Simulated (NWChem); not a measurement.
**IF (SMILES FI): TPSSh/def2-TZVPD (core potential)**

Aim: the electronic atomisation energy of IF at TPSSh/def2-TZVPD (core potential), from 3 runs. 

The results are computed with NWChem 7.3.0.

4 further runs of the same task are left out: 4 set aside as unsound or not needed.

## Step 1: The system as given

IF has 2 atoms, charge 0, and is taken as a singlet. SMILES: `FI`. Geometry: the measured bond length.

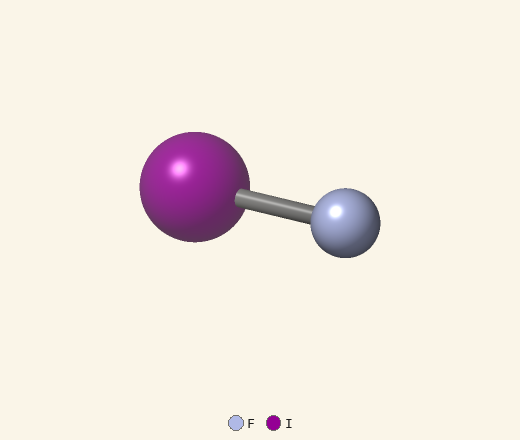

The structure, seen from a chosen angle (fluorine light blue, iodine purple).

## Step 2: The energy at TPSSh/def2-TZVPD (core potential)

File fi.nw:

```
start fi
title "FI energy"
memory stack 880 mb heap 220 mb global 1100 mb

geometry units angstroms noautosym nocenter noautoz
  F     0.000000    0.000000    0.000000
  I     0.000000    0.000000    1.909759
end

basis "ao basis" spherical bse
  * library def2-TZVPD
end

ecp bse
  I library def2-TZVPD
end

dft
  xc xctpssh
  grid fine
  convergence energy 1e-08
  maxiter 100
  mulliken
  noprint "final vectors analysis"
end

task dft energy
```

On the command line:

```
$ nwchem fi.nw > fi.out
```

What it wrote:

```text
[...]
          Wavefunction type:  closed shell.
          No. of atoms     :     2
          No. of electrons :    34
[...]
          Charge           :     0
          Spin multiplicity:     1
[...]
          AO basis - number of functions:    99
[...]
              XC Information
              --------------
                  TPSS hybrid Method XC Functional
                     Hartree-Fock (Exact) Exchange  0.100
                  TPSS metaGGA Exchange Functional  0.900
             TPSS03 metaGGA Correlation Functional  1.000
[...]
 d= 0,ls=0.0,diis     1   -397.4235739409 -4.60D+02  1.08D-02  4.10D-01     5.4
[...]
 d= 0,ls=0.0,diis     8   -397.4660660685 -5.95D-09  3.28D-06  1.62D-07    19.8
         Total DFT energy =     -397.466066068518
      One electron energy =     -781.008292945718
           Coulomb energy =      353.769295766523
    Exchange-Corr. energy =      -32.572569565028
 Nuclear repulsion energy =       62.345500675704
[...]
      Total Density - Mulliken Population Analysis
     ---------------------------------------------
    Atom       Charge   Shell Charges
 -----------   ------   -------------------------------------------------------
    1 F    9     9.35   0.77  1.20  0.62  0.99  0.39 -0.01  2.24  2.12  0.99  0.02  0.00  0.01  0.01  0.00
    2 I   25    24.65   0.19 -0.78  1.62  0.99  1.21  0.74  0.01 -0.49  6.43  1.34  2.50  0.75  0.01  9.18  0.83  0.08 -0.01  0.00  0.03
[...]
```

Wall time 20 s (1 thread of Intel Xeon Platinum 8488C (Sapphire Rapids), shared host); peak memory 0.12 GiB.

## Step 3: The F atom at the same level

File run.xyz:

```xyz
1

F      0.000000     0.000000     0.000000
```

File run.nw:

```
START run
memory stack 880 mb heap 220 mb global 1100 mb
charge 0
GEOMETRY units angstroms noautosym nocenter noautoz
  load run.xyz
END
BASIS spherical bse
  F library def2-TZVPD
END
DFT
  xc xctpssh
  mult 2
  grid fine
  convergence energy 1e-08
  iterations 100
  mulliken
  print low
END
TASK dft
```

On the command line:

```
$ nwchem run.nw > run.out
```

What it wrote:

```text
[...]
 d= 0,ls=0.0,diis     1    -99.7551036352 -9.98D+01  2.45D-03  8.74D-02     0.3
[...]
 d= 0,ls=0.0,diis     7    -99.7669052362 -6.11D-10  2.62D-08  1.70D-11     1.5
[...]
         Total DFT energy =      -99.766905236175
      One electron energy =     -139.160773604525
           Coulomb energy =       49.766378057494
    Exchange-Corr. energy =      -10.372509689144
 Nuclear repulsion energy =        0.000000000000
[...]
      Total Density - Mulliken Population Analysis
     ---------------------------------------------
    Atom       Charge   Shell Charges
 -----------   ------   -------------------------------------------------------
    1 F    9     9.00   0.78  1.20  0.65  1.01  0.37  0.01  2.19  1.94  0.84  0.03  0.00  0.00  0.00  0.00
     --------------------------------------------
      Spin Density - Mulliken Population Analysis
     --------------------------------------------
    Atom       Charge   Shell Charges
 -----------   ------   -------------------------------------------------------
    1 F    9     1.00  -0.00 -0.00  0.02  0.00 -0.02 -0.00  0.48  0.40  0.12 -0.00  0.00  0.00 -0.00  0.00
[...]
      <S2> =      0.7517 (Exact =     0.7500)
[...]
```

It took 2 s on 1 thread of Intel Xeon Platinum 8488C (Sapphire Rapids), shared host; peak memory 0.11 GiB.

## Step 4: The I atom at the same level

File mymol.nw:

```
START mymol
TITLE "I"
memory total 2200 mb
charge 0

GEOMETRY units angstroms noautosym nocenter noautoz
   I      0.000000     0.000000     0.000000
END

BASIS spherical bse
   * library def2-TZVPD
END

ECP bse
   I library def2-TZVPD
END

DFT
   xc xctpssh
   mult 2
   grid fine
   convergence energy 1e-08
   iterations 100
   mulliken
   noprint "final vectors analysis"
END

TASK dft
```

On the command line:

```
$ nwchem mymol.nw > mymol.out
```

What it wrote:

```text
[...]
          Wavefunction type:  spin polarized.
          No. of atoms     :     1
          No. of electrons :    25
[...]
          Charge           :     0
          Spin multiplicity:     2
[...]
          AO basis - number of functions:    59
[...]
              XC Information
              --------------
                  TPSS hybrid Method XC Functional
                     Hartree-Fock (Exact) Exchange  0.100
                  TPSS metaGGA Exchange Functional  0.900
             TPSS03 metaGGA Correlation Functional  1.000
[...]
 d= 0,ls=0.0,diis     1   -297.5797628892 -2.98D+02  4.25D-03  2.98D-02     1.7
[...]
 d= 0,ls=0.0,diis     7   -297.5888353231 -5.55D-10  4.20D-08  1.48D-12    10.2
[...]
         Total DFT energy =     -297.588835323074
      One electron energy =     -517.513737144293
           Coulomb energy =      242.023616131154
    Exchange-Corr. energy =      -22.098714309935
 Nuclear repulsion energy =        0.000000000000
[...]
      Total Density - Mulliken Population Analysis
     ---------------------------------------------
    Atom       Charge   Shell Charges
 -----------   ------   -------------------------------------------------------
    1 I   25    25.00   0.19 -0.78  1.62  0.99  1.20  0.79 -0.00 -0.49  6.43  1.35  2.72  0.97  0.01  9.18  0.80  0.02 -0.00  0.00  0.00
     --------------------------------------------
      Spin Density - Mulliken Population Analysis
     --------------------------------------------
    Atom       Charge   Shell Charges
 -----------   ------   -------------------------------------------------------
    1 I   25     1.00  -0.00  0.00 -0.00 -0.00 -0.00  0.01 -0.00 -0.01  0.02  0.26  0.59  0.14  0.00 -0.01  0.01  0.00 -0.00  0.00  0.00
[...]
      <S2> =      0.7531 (Exact =     0.7500)
[...]
```

Wall time 11 s (1 thread of Intel Xeon Platinum 8488C (Sapphire Rapids), shared host); peak memory 0.11 GiB.

## Step 5: Outcome

Level: TPSSh/def2-TZVPD (core potential).

| quantity | value |
| --- | --- |
| molecule: total energy | -397.46607 Eh |
| molecule: dipole moment | 1.74 D |
| F atom: total energy | -99.76691 Eh |
| F atom: ⟨S²⟩ | 0.752 |
| I atom: total energy | -297.58884 Eh |
| I atom: ⟨S²⟩ | 0.753 |
| electronic atomisation energy | 3.002 eV |

Taking the molecule apart into free atoms costs 3.00 eV (69 kcal/mol), before zero-point energy and without spin-orbit coupling.
